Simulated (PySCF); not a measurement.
# C₃H₁₀OSi: electronic excitations at several levels of theory, part 2 of 2

PySCF 2.14.0. Atoms count from 0. The steps go on from the part before.

## 9. Ultraviolet spectrum: CAM-B3LYP/def2-SVPD

The job: settings as JSON, then the geometry in Å.

```
{"job": {"kind": "uv", "xc": "CAM-B3LYP", "basis": "def2-SVPD", "ip": true}, "charge": 0, "multiplicity": 1}
C     -0.672133     1.327996     0.462214
C     -0.321688    -0.148566     0.541830
C     -1.549524    -1.035141     0.597400
O      0.440219    -0.543630    -0.584896
Si     2.051962    -0.218361    -0.827916
H     -1.274431     1.636677     1.329928
H     -1.249321     1.530115    -0.453481
H      0.233332     1.954201     0.439946
H      0.277797    -0.319363     1.459981
H     -1.253580    -2.093411     0.629334
H     -2.158074    -0.812231     1.486469
H     -2.167561    -0.879688    -0.300458
H      2.817071    -0.440308     0.441690
H      2.524282    -1.152799    -1.885528
H      2.292053     1.189202    -1.276595
```

With the program's defaults for keys left out, this is: TDDFT CAM-B3LYP/def2-SVPD, vertical, gas phase, core orbitals frozen in the response.

Log:

```text
coarse grid: 12168 points
cycle   1  E = -484.5960580397  dE =  2.842e-01  |g| = 6.668e-01  |ddm| = 4.988e+00
cycle   2  E = -484.5262282627  dE =  6.983e-02  |g| = 9.248e-01  |ddm| = 1.803e+00
cycle   3  E = -484.6841909713  dE = -1.580e-01  |g| = 7.041e-02  |ddm| = 1.001e+00
cycle   4  E = -484.6851061477  dE = -9.152e-04  |g| = 2.879e-02  |ddm| = 1.475e-01
cycle   5  E = -484.6853088135  dE = -2.027e-04  |g| = 3.157e-03  |ddm| = 4.674e-02
cycle   6  E = -484.6853113551  dE = -2.542e-06  |g| = 4.272e-04  |ddm| = 8.703e-03
final grid: 110480 points
cycle   7  E = -484.7653721939  dE = -2.521e-05  |g| = 2.888e-03  |ddm| = 5.998e-02
cycle   8  E = -484.7653724678  dE = -2.738e-07  |g| = 2.848e-03  |ddm| = 8.748e-03
cycle   9  E = -484.7653742549  dE = -1.787e-06  |g| = 3.764e-04  |ddm| = 3.410e-03
cycle  10  E = -484.7653742759  dE = -2.096e-08  |g| = 1.961e-04  |ddm| = 6.604e-04
cycle  11  E = -484.7653742838  dE = -7.865e-09  |g| = 2.273e-05  |ddm| = 2.758e-04
cycle  12  E = -484.7653742839  dE = -1.396e-10  |g| = 6.588e-06  |ddm| = 4.659e-05
converged SCF energy = -484.7653742839

Static polarisability (au): isotropic 69.283, principal 62.803 67.613 77.433

Singlet excitations
state   eV       nm        f      main configurations
  1   7.2152    171.8   0.00151   H->L 0.77, H->L+1 0.10
  2   7.9043    156.9   0.02179   H-1->L 0.74, H-1->L+1 0.09
  3   8.0012    155.0   0.01991   H->L+1 0.76, H->L 0.14
  4   8.2924    149.5   0.01743   H->L+3 0.56, H->L+4 0.16, H->L+6 0.12
  5   8.5547    144.9   0.02422   H-1->L+1 0.24, H-2->L 0.22, H->L+2 0.15
  6   8.6582    143.2   0.01863   H->L+2 0.35, H-1->L+1 0.17, H-3->L 0.10
  7   8.7804    141.2   0.02003   H->L+5 0.32, H-2->L 0.32, H-1->L+1 0.16
  8   8.9320    138.8   0.03301   H->L+4 0.50, H->L+2 0.19
  9   8.9698    138.2   0.07482   H->L+5 0.43, H-2->L 0.10, H->L+4 0.10
 10   9.0905    136.4   0.01455   H-1->L+3 0.32, H-1->L+2 0.20, H-2->L+1 0.12

Triplet excitations (Tamm-Dancoff, eV): 6.8908 7.5149 7.7383 7.9536
Vertical ionisation energy (delta-SCF) = 10.2178 eV
```

Wall time 76 s (1 thread of Arm Neoverse V2, shared host); peak memory 0.95 GiB.

In short: HOMO -9.45 eV, LUMO 1.15 eV; lowest singlet 7.22 eV.

## 10. Ultraviolet spectrum: wB97X-D/def2-SVPD

Same as in step 9 but for these lines:

```diff
@@ -1,2 +1,2 @@
-{"job": {"kind": "uv", "xc": "CAM-B3LYP", "basis": "def2-SVPD", "ip": true}, "charge": 0, "multiplicity": 1}
+{"job": {"kind": "uv", "xc": "wB97X-D", "basis": "def2-SVPD", "ip": true}, "charge": 0, "multiplicity": 1}
 C     -0.672133     1.327996     0.462214
```

With the program's defaults for keys left out, this is: TDDFT wB97X-D/def2-SVPD, vertical, gas phase, core orbitals frozen in the response.

Log:

```text
coarse grid: 12168 points
cycle   1  E = -484.6313869081  dE =  2.993e-01  |g| = 6.550e-01  |ddm| = 4.739e+00
cycle   2  E = -484.5938399766  dE =  3.755e-02  |g| = 8.245e-01  |ddm| = 1.750e+00
cycle   3  E = -484.7175829467  dE = -1.237e-01  |g| = 5.627e-02  |ddm| = 9.035e-01
cycle   4  E = -484.7182485986  dE = -6.657e-04  |g| = 2.288e-02  |ddm| = 1.436e-01
cycle   5  E = -484.7183833295  dE = -1.347e-04  |g| = 3.112e-03  |ddm| = 4.965e-02
cycle   6  E = -484.7183863882  dE = -3.059e-06  |g| = 5.790e-04  |ddm| = 1.219e-02
final grid: 110480 points
cycle   7  E = -484.7927343894  dE = -8.040e-05  |g| = 2.926e-03  |ddm| = 1.440e-01
cycle   8  E = -484.7927366563  dE = -2.267e-06  |g| = 1.578e-03  |ddm| = 1.796e-02
cycle   9  E = -484.7927372504  dE = -5.941e-07  |g| = 4.016e-04  |ddm| = 3.756e-03
cycle  10  E = -484.7927373061  dE = -5.576e-08  |g| = 9.228e-05  |ddm| = 1.411e-03
cycle  11  E = -484.7927373085  dE = -2.376e-09  |g| = 4.436e-05  |ddm| = 2.446e-04
cycle  12  E = -484.7927373090  dE = -4.954e-10  |g| = 1.394e-05  |ddm| = 8.770e-05
converged SCF energy = -484.7927373090

Static polarisability (au): isotropic 69.278, principal 62.753 67.587 77.493

Singlet excitations
state   eV       nm        f      main configurations
  1   7.2697    170.5   0.00142   H->L 0.86
  2   7.9632    155.7   0.02214   H-1->L 0.80
  3   8.1899    151.4   0.01816   H->L+1 0.75
  4   8.3608    148.3   0.02580   H->L+3 0.57, H->L+2 0.11, H->L+1 0.09
  5   8.7068    142.4   0.02151   H-2->L 0.39, H-1->L+1 0.22, H-1->L 0.09
  6   8.8123    140.7   0.00785   H->L+5 0.25, H->L+2 0.21, H->L+4 0.12
  7   8.9127    139.1   0.04074   H-1->L+1 0.38, H-2->L 0.21, H->L+5 0.10
  8   9.1190    136.0   0.09147   H->L+5 0.33, H->L+2 0.12, H-2->L 0.08
  9   9.1441    135.6   0.04243   H-1->L+3 0.28, H->L+4 0.13, H->L+2 0.10
 10   9.2209    134.5   0.03000   H-1->L+3 0.32, H->L+4 0.17, H->L+2 0.12

Triplet excitations (Tamm-Dancoff, eV): 7.0065 7.6495 8.0203 8.1077
Vertical ionisation energy (delta-SCF) = 10.1507 eV
```

Run time: 69 s. Hardware: 1 thread of Arm Neoverse V2, shared host; peak memory 0.88 GiB.

Key values: HOMO -9.92 eV, LUMO 2.03 eV; lowest singlet 7.27 eV.

## 11. Excited states and response: LC-wPBE/def2-SVPD

Same as in step 10 but for these lines:

```diff
@@ -1,2 +1,2 @@
-{"job": {"kind": "uv", "xc": "wB97X-D", "basis": "def2-SVPD", "ip": true}, "charge": 0, "multiplicity": 1}
+{"job": {"kind": "uv", "xc": "LC-wPBE", "basis": "def2-SVPD", "ip": true}, "charge": 0, "multiplicity": 1}
 C     -0.672133     1.327996     0.462214
```

Method: TDDFT LC-wPBE/def2-SVPD, vertical, gas phase, core orbitals frozen in the response.

Log:

```text
coarse grid: 12168 points
cycle   1  E = -484.4801063335  dE =  3.627e-01  |g| = 6.489e-01  |ddm| = 4.663e+00
cycle   2  E = -484.4723572741  dE =  7.749e-03  |g| = 7.335e-01  |ddm| = 1.529e+00
cycle   3  E = -484.5675303052  dE = -9.517e-02  |g| = 5.303e-02  |ddm| = 7.684e-01
cycle   4  E = -484.5682435591  dE = -7.133e-04  |g| = 2.110e-02  |ddm| = 1.499e-01
cycle   5  E = -484.5683584058  dE = -1.148e-04  |g| = 4.253e-03  |ddm| = 4.832e-02
cycle   6  E = -484.5683635548  dE = -5.149e-06  |g| = 7.286e-04  |ddm| = 1.332e-02
final grid: 110480 points
cycle   7  E = -484.6573005444  dE = -2.521e-05  |g| = 3.574e-03  |ddm| = 7.395e-02
cycle   8  E = -484.6573017953  dE = -1.251e-06  |g| = 3.060e-03  |ddm| = 1.145e-02
cycle   9  E = -484.6573036443  dE = -1.849e-06  |g| = 4.697e-04  |ddm| = 3.374e-03
cycle  10  E = -484.6573036864  dE = -4.211e-08  |g| = 1.964e-04  |ddm| = 1.059e-03
cycle  11  E = -484.6573036929  dE = -6.462e-09  |g| = 2.640e-05  |ddm| = 4.606e-04
cycle  12  E = -484.6573036933  dE = -3.901e-10  |g| = 9.649e-06  |ddm| = 1.088e-04
converged SCF energy = -484.6573036933

Static polarisability (au): isotropic 67.665, principal 61.391 66.015 75.589

Singlet excitations
state   eV       nm        f      main configurations
  1   7.6117    162.9   0.00111   H->L 0.38, H->L+1 0.36, H->L+2 0.14
  2   8.3031    149.3   0.01887   H-1->L 0.33, H-1->L+1 0.30, H-1->L+2 0.11
  3   8.6543    143.3   0.00863   H->L 0.30, H->L+1 0.17, H->L+4 0.15
  4   8.7133    142.3   0.04967   H->L+3 0.22, H->L 0.18, H->L+1 0.17
  5   9.1157    136.0   0.02506   H-1->L 0.26, H-2->L 0.20, H-2->L+1 0.19
  6   9.2339    134.3   0.00374   H->L+5 0.43, H->L+2 0.10
  7   9.3572    132.5   0.05622   H-1->L+1 0.19, H-1->L 0.18, H-2->L 0.15
  8   9.5439    129.9   0.07606   H->L+5 0.22, H-1->L+5 0.14, H-3->L 0.12
  9   9.6219    128.9   0.04740   H->L+2 0.13, H-1->L+4 0.12, H-2->L+1 0.12
 10   9.6451    128.5   0.12928   H-1->L+3 0.32, H-1->L+5 0.17, H-1->L+6 0.09

Triplet excitations (Tamm-Dancoff, eV): 7.1640 7.7438 8.1504 8.2276
Vertical ionisation energy (delta-SCF) = 10.3986 eV
```

Wall time 1.8 min (1 thread of Arm Neoverse V2, shared host); peak memory 0.85 GiB.

In short: HOMO -10.76 eV, LUMO 2.27 eV; lowest singlet 7.61 eV.

## 12. TDDFT and polarisability: PBE0/6-31G*

Same as in step 11 but for these lines:

```diff
@@ -1,2 +1,2 @@
-{"job": {"kind": "uv", "xc": "LC-wPBE", "basis": "def2-SVPD", "ip": true}, "charge": 0, "multiplicity": 1}
+{"job": {"kind": "uv", "xc": "PBE0", "basis": "6-31G*"}, "charge": 0, "multiplicity": 1}
 C     -0.672133     1.327996     0.462214
```

Level: TDDFT PBE0/6-31G*, vertical, gas phase, core orbitals frozen in the response.

Log:

```text
coarse grid: 12168 points
cycle   1  E = -484.6563021738  dE =  2.404e-01  |g| = 6.734e-01  |ddm| = 3.164e+00
cycle   2  E = -484.5136365742  dE =  1.427e-01  |g| = 1.081e+00  |ddm| = 1.613e+00
cycle   3  E = -484.7482762283  dE = -2.346e-01  |g| = 1.058e-01  |ddm| = 1.117e+00
cycle   4  E = -484.7505063154  dE = -2.230e-03  |g| = 3.322e-02  |ddm| = 1.071e-01
cycle   5  E = -484.7507783661  dE = -2.721e-04  |g| = 3.499e-03  |ddm| = 3.129e-02
cycle   6  E = -484.7507810143  dE = -2.648e-06  |g| = 1.152e-03  |ddm| = 4.368e-03
final grid: 110480 points
cycle   7  E = -484.6995552989  dE = -1.258e-05  |g| = 9.609e-03  |ddm| = 1.912e-02
cycle   8  E = -484.6995396571  dE =  1.564e-05  |g| = 1.314e-02  |ddm| = 1.796e-02
cycle   9  E = -484.6995760291  dE = -3.637e-05  |g| = 1.304e-03  |ddm| = 1.036e-02
cycle  10  E = -484.6995764002  dE = -3.710e-07  |g| = 1.192e-04  |ddm| = 1.277e-03
cycle  11  E = -484.6995764030  dE = -2.837e-09  |g| = 3.827e-05  |ddm| = 1.469e-04
cycle  12  E = -484.6995764033  dE = -3.167e-10  |g| = 1.407e-05  |ddm| = 4.490e-05
converged SCF energy = -484.6995764033

Static polarisability (au): isotropic 56.713, principal 50.829 54.721 64.588

Singlet excitations
state   eV       nm        f      main configurations
  1   7.0413    176.1   0.00269   H->L 0.99
  2   7.7771    159.4   0.02102   H-1->L 0.97
  3   8.5143    145.6   0.00029   H->L+1 0.98
  4   8.8135    140.7   0.00191   H-2->L 0.96
  5   9.0826    136.5   0.00439   H->L+2 0.45, H-3->L 0.33, H-1->L+1 0.16
  6   9.2143    134.6   0.02544   H-3->L 0.52, H-1->L+1 0.26, H->L+2 0.13
  7   9.3567    132.5   0.07905   H-1->L+1 0.53, H->L+2 0.29
  8   9.6203    128.9   0.01591   H-1->L+2 0.84
  9   9.7859    126.7   0.00248   H-4->L 0.59, H->L+3 0.29
 10   9.8365    126.0   0.00523   H->L+3 0.56, H-4->L 0.30

Triplet excitations (Tamm-Dancoff, eV): 6.7126 7.3954 8.2436 8.3625
```

It took 8.1 s on 1 thread of Arm Neoverse V2, shared host; peak memory 0.57 GiB.

Key values: HOMO -7.77 eV, LUMO 0.83 eV; lowest singlet 7.04 eV.

## 13. Run by run: electronic excitations

Excitations and ground-state properties, with basis size and wall time:

| run | lowest singlet (eV) | brightest (eV) | f | gap (eV) | α (Å³) | μ (D) | functions | time |
| --- | --- | --- | --- | --- | --- | --- | --- | --- |
| HF/def2-SVPD | 8.79 | 10.14 | 0.122 | 14.26 | 9.54 | 1.24 | 187 | 21 s |
| LDA/def2-SVPD | 5.97 | 7.72 | 0.035 | 5.88 | 11.05 | 1.15 | 187 | 52 s |
| PBE/def2-SVPD | 6.09 | 7.74 | 0.038 | 6.02 | 10.82 | 1.13 | 187 | 73 s |
| B3LYP/def2-SVPD | 6.79 | 8.53 | 0.048 | 7.88 | 10.43 | 1.17 | 187 | 85 s |
| PBE0/def2-SVPD | 6.92 | 8.23 | 0.028 | 8.33 | 10.35 | 1.16 | 187 | 84 s |
| BHandHLYP/def2-SVPD | 7.65 | 9.35 | 0.066 | 10.48 | 9.99 | 1.20 | 187 | 62 s |
| CAM-B3LYP/def2-SVPD | 7.22 | 8.97 | 0.075 | 10.60 | 10.27 | 1.19 | 187 | 76 s |
| wB97X-D/def2-SVPD | 7.27 | 9.12 | 0.091 | 11.96 | 10.27 | 1.17 | 187 | 69 s |
| LC-wPBE/def2-SVPD | 7.61 | 9.65 | 0.129 | 13.03 | 10.03 | 1.21 | 187 | 1.8 min |
| PBE0/6-31G* | 7.04 | 9.36 | 0.079 | 8.60 | 8.40 | 1.12 | 94 | 8.1 s |

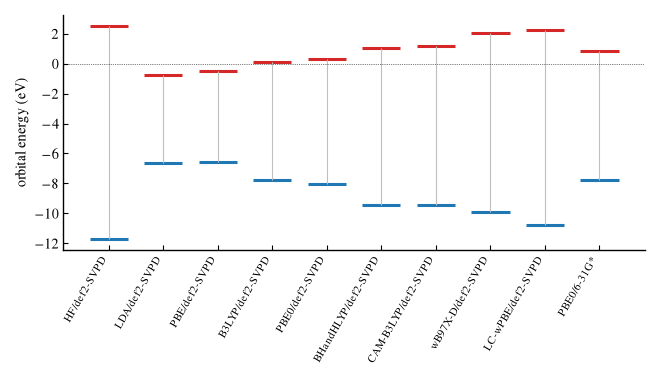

HOMO (blue) and LUMO (red) run by run.

## 14. Summary of results

What follows sums up all 2 parts.

```
                                quantity                         value
                             point group                            C1
    rotational constants (main isotopes)          7.37, 2.27, 1.88 GHz
           lowest singlet (HF/def2-SVPD)   8.79 eV (141 nm), f = 0.001
brightest single state of those computed  state 6, 10.14 eV, f = 0.122
                          lowest triplet                       8.09 eV
       vertical ionisation energy (ΔSCF)                       9.36 eV
             range of the lowest singlet               5.97 to 8.79 eV
```

Single values in the summary come from the first run of each kind that ended normally (HF/def2-SVPD), which need not be the best level. Relaxing lowered the energy by 0.328 eV in 8 steps; the close pair that moved most is O3–Si4, from 1.578 to 1.662 Å. The lowest singlet, at 8.79 eV, is HOMO→LUMO+1 0.42, HOMO→LUMO+3 0.32 and is weak; of the 10 states computed, the strongest absorption comes from state 6 at 10.14 eV (the last state computed is bright too, and its partners may lie past the list). The lowest triplet lies 0.70 eV below the lowest singlet (triplets in Tamm-Dancoff, singlets in full TDDFT). At HF/def2-SVPD, the highest states lie near or above the ionisation energy, where they hang on the basis. The orbital energy would give 11.73 eV for ionisation, ΔSCF gives 9.36 eV. The lowest singlet runs from 5.97 eV (LDA/def2-SVPD) to 8.79 eV (HF/def2-SVPD), while the orbital gap spans 5.88 to 14.26 eV. The lowest state need not be the same one in every run. The runs solved for a few states only, so the brightest column depends on that window.
